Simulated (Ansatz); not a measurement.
```xyz
8

Al   -0.9419   -0.9892   -1.5280
Al   -0.7500   -1.3565    1.3406
Al    0.7501    1.3565   -1.3406
Al    0.9420    0.9892    1.5280
As   -1.0365    0.9662   -2.7378
As    2.5379    1.7492    0.0544
As   -0.8490   -2.9462   -0.3206
As   -0.6525    0.2308    3.0041
```

Geometry: PBE0-D4/def2-SVP.

Theory: RKS PBE0-D4/def2-TZVP (Ansatz).

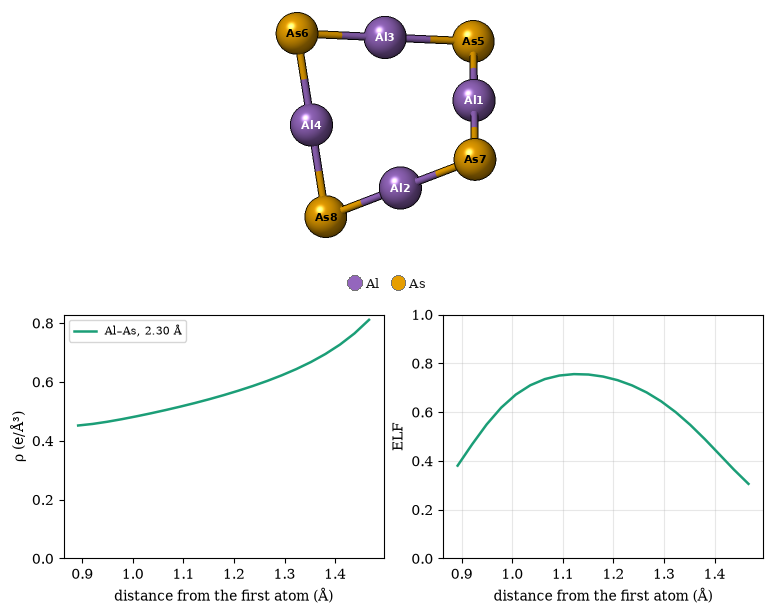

Al$_{4}$As$_{4}$. Total electron density and electron localisation function along straight lines between neighbouring atoms. The curves leave out the atomic cores. The structure is drawn too.

What can be read from the curves?

Al–As (2.30 Å): ρ at the midpoint is about 0.54 e/Å³; the ELF peaks at about 0.75 in the valence shell of As, 1.2 Å from its nucleus, and is about 0.75 at the midpoint.
